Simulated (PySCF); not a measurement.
SMILES FC(F)(F)CCc1cccs1 (C₇H₇F₃S) at its GFN2-xTB optimised geometry (Å):

```
18

F     -2.0133    -2.5380    -3.6334
C     -1.3523    -2.1790    -2.5183
F     -0.6217    -1.1059    -2.8480
F     -0.4830    -3.1691    -2.2626
C     -2.3071    -1.9264    -1.3673
C     -1.5715    -1.7967    -0.0257
C     -0.6453    -0.6272     0.0000
C      0.7135    -0.6272     0.0000
C      1.2678     0.6737     0.0013
C      0.3214     1.6432     0.0001
S     -1.2693     0.9931     0.0000
H     -2.8585    -1.0115    -1.5927
H     -3.0045    -2.7655    -1.3370
H     -2.3245    -1.6927     0.7588
H     -0.9990    -2.7070     0.1648
H      1.3037    -1.5260    -0.0057
H      2.3245     0.8711     0.0003
H      0.4504     2.7070    -0.0024
```

Computed with B3LYP/def2-SVP (PySCF 2.14.0). Cells within 0.4 Å of a nucleus heavier than hydrogen are left out (blank, or x).

Map of the log10 of the electron density (e/bohr³), floored at −4 on the plane z = 0.0 Å:

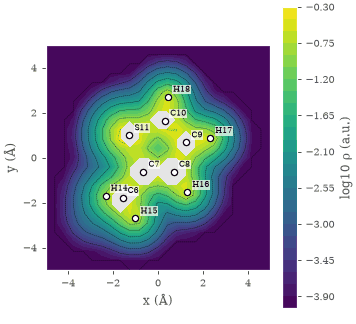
Log10 of the electron density (e/bohr³), floored at −4 on the plane z = 0.0 Å.
